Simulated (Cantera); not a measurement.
A closed system holds: 1 mol LiOH, 0.17 mol O2, held at 0.975 Torr.

Method: chemical equilibrium by Gibbs-energy minimisation in Cantera with the NASA 1993 tables (ideal gas, pure condensed phases). Candidate condensed phases: H2O, Li, LiH, LiOH, Li2O; 17 gas species. Kinetics and transport are ignored.

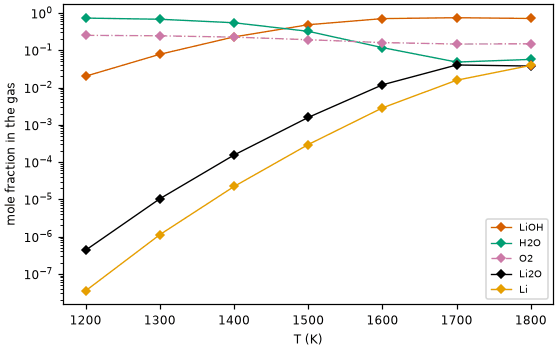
*Equilibrium gas composition (values under 1e-9 drawn at 1e-9)*

From 1200 K to 1600 K the condensed part is Li2O(s). From 1700 K to 1800 K nothing is condensed. The main Li-bearing gas is LiOH throughout.
